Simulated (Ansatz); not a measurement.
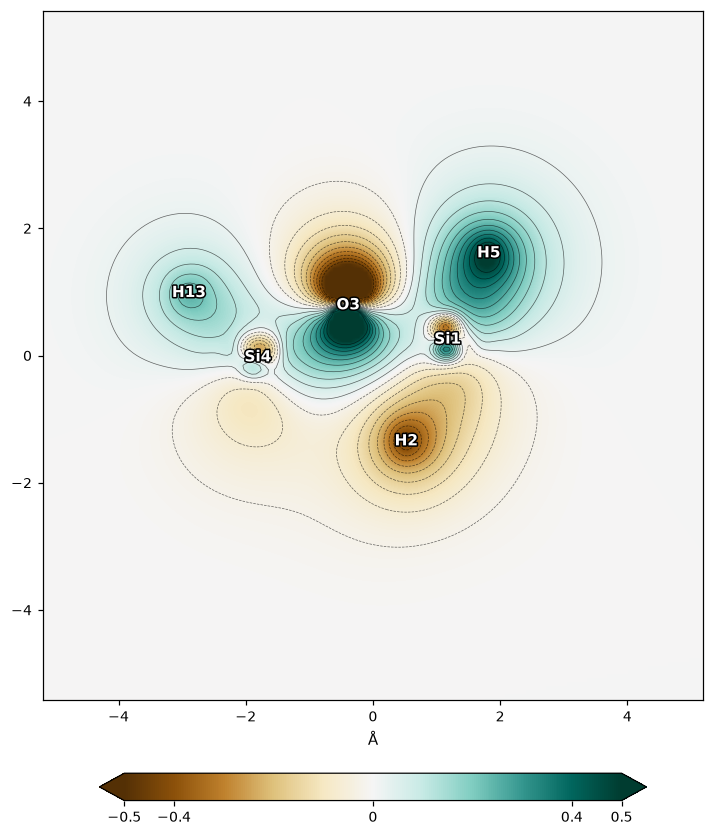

*H9O3Si2···H. The HOMO−1 on the plane of atoms O3, Si4 and H13 (values in Å⁻³ᐟ²; the overall sign is arbitrary).*

A transition-state structure; geometry: PBE0-D4/def2-TZVP.

Theory: RKS PBE0-D4/def2-TZVPP (Ansatz 0.2.0).

```xyz
15

Si    1.0861    0.6612   -0.2214
H     0.0208   -0.0429    0.9464
O     1.0709   -0.8075   -0.9848
Si    0.4164   -2.2446   -0.5380
H     1.8038    1.4083   -1.3198
H     2.0068    0.8883    0.9271
H    -1.3009    1.5387    0.2186
O    -0.2611    1.8201   -0.3572
H    -1.1006    0.2696    1.0679
O    -1.9940    0.8879    0.9105
H     0.9201   -2.7009    0.7849
H    -1.0688   -2.1668   -0.4792
H     0.8033   -3.2390   -1.5701
H    -0.2092    2.3936   -1.1261
H    -2.1937    1.3339    1.7412
```

> Where does this orbital lie, and at what energy?

By Hirshfeld shares it lies mainly on O3 (about 30 %), Si1 (about 15 %), H5 (about 15 %), H2 (about 10 %) and Si4 (about 5 %). Its energy is −8.25 eV.
